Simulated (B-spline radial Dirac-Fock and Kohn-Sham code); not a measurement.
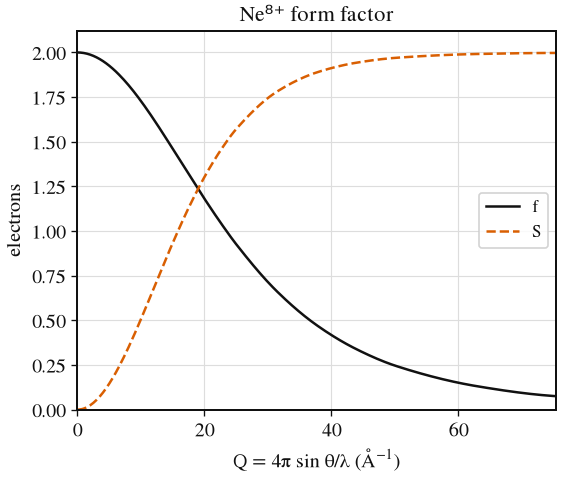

The X-ray form factor f and the incoherent scattering function S against Q. System: Ne⁸⁺. Method: the spherical Dirac–Fock density (average of configuration), S by Waller and Hartree (computed with a B-spline radial code).

Where do f and S cross?

Between Q = 17.6 Å⁻¹ and Q = 20.1 Å⁻¹.

What is f at Q = 12.6 Å⁻¹?

1.60 electrons.

Where has f fallen to half its forward value?

Near Q = 23.5 Å⁻¹.

How many electrons does the species have?

2, the value of f at zero angle.
